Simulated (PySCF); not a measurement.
HHfO₂ (charge +1)

```xyz
4

Hf    0.0036   -0.0343   -0.4532
O     1.0655    0.0258    0.8970
O    -1.7283    0.0254    0.2728
H    -2.1948    0.0720    1.1193
```

Core potentials replace the inner electrons of Hf.

The calculation used RKS PBE0, Hf def2-SVP with ECP60, O def2-SVP, H def2-SVP; non-relativistic Hamiltonian with scalar-relativistic core potentials where named; density fitting in PySCF.

> Predict the electron density and electron localisation function between the atoms.

Hf–O (1.72 Å): the density is about 1.7 e/Å³ at the midpoint; the ELF peaks at about 0.80 in the valence shell of O, 0.5 Å from its nucleus, and drops to about 0.40 between the two atoms.
O–H (0.97 Å): the density is about 3.7 e/Å³ at the midpoint; the ELF climbs to about 1 towards the hydrogen, as it does in any bond to H: an ordinary covalent bond to hydrogen.
Hf–O (1.88 Å): the density is about 1 e/Å³ at the midpoint; the ELF peaks at about 0.85 in the valence shell of O, 0.5 Å from its nucleus, and drops to about 0.25 between the two atoms.

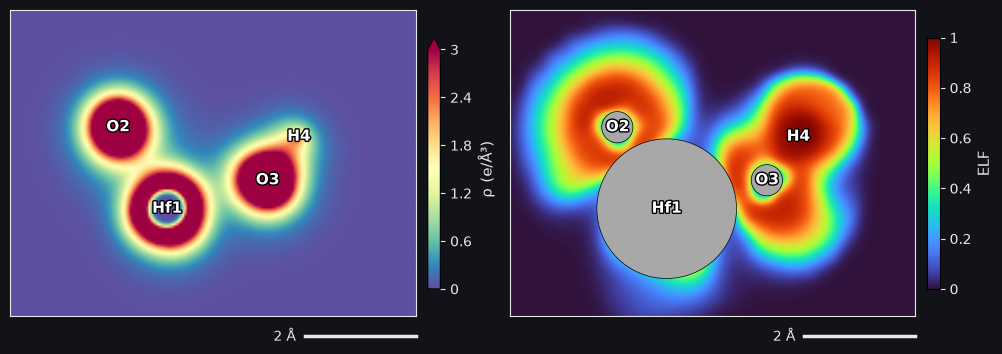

Computed electron density and electron localisation function on the molecular plane, in this order. Grey discs cover the atomic cores in the ELF map. 
